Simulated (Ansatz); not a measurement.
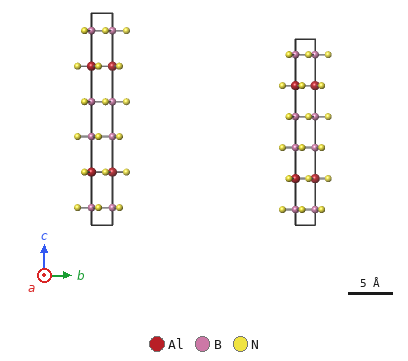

Two geometries of crystalline AlB2N3 (a generated structure, set up in P6_3/mmc) (coarse preliminary run), drawn at one scale. One is the start of a relaxation, the other its converged end. Style: ball-and-stick. Shown: the cell of the calculation, along the a axis.

Computed with DFT PBE, scalar-relativistic, plane waves, PAW (Ansatz 0.2.0). Settings: plane-wave cutoff 420 eV; k-point mesh 6 × 6 × 1; occupations gaussian; smearing width 0.1 eV; no spin polarisation; cell and atoms relaxed; force threshold 0.04 eV/Å; at most 70 steps.

Q: Which of the two is the end point?

A: The left one is the relaxed one. Over 8 accepted moves (11 points after the start) the energy falls by 283 meV per atom. Largest force component: 0.023 eV/Å at the start, 0.0053 eV/Å at the end. The pressure goes from 46.08 to 0.05 GPa. The SCF was repeated 3 times at an unchanged geometry on a basis and grid sized afresh for the cell, which shifted the energy by 12.8 meV per atom at most. The largest moves relative to the cell, 0.026 Å, are those of B and N atoms. Largest moves by element: N 0.026 Å, B 0.026 Å. Al stays in place. The volume changes by +30.1 %, with a = b 2.591 → 2.768 Å (+6.8 %), c 21.297 → 24.268 Å (+14.0 %). Some distances before and after: B–N 1.496 → 1.598 Å, Al–N 1.496 → 1.598 Å. The space group stays P6_3/mmc (No. 194).

Limits of the set-up: layers or molecules are held without a dispersion correction, so their spacing is unreliable.
